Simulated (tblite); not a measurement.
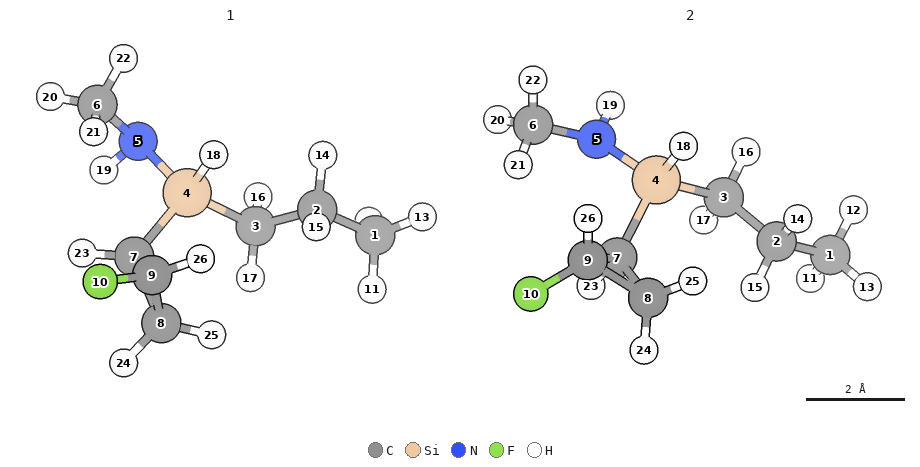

Two geometries of C7H16FNSi, drawn at one scale. One is the start of a relaxation, the other its converged end. A ball-and-stick model, seen at a tilt.

Level of theory: GFN2-xTB geometry optimisation, gas phase in tblite 0.8.0. 

Which geometry has the lower energy?

Answer. Structure 2 is the relaxed one. The atom that moves furthest after the best rigid fit is H25 (2.00 Å). Largest moves by element: H 2.00 Å, C 1.15 Å, F 0.95 Å, Si 0.37 Å, N 0.33 Å. Among the contacts that change: N5–H19 1.063 → 1.009 Å, Si4–N5 1.770 → 1.719 Å, C8–H24 1.127 → 1.080 Å, C6–H21 1.128 → 1.086 Å. Among the angles between lasting bonds that change: Si4–N5–C6 105.4° → 123.7°, C8–C9–H26 110.3° → 121.3°, F10–C9–H26 119.9° → 109.5°. Groups turn about Si4–C7 by about 55°, C3–Si4 by about 55°. After 230 geometry steps the energy has fallen by 1.173 eV. Cost: 4.4 s on 1 thread of Arm Neoverse N1, on a shared host.
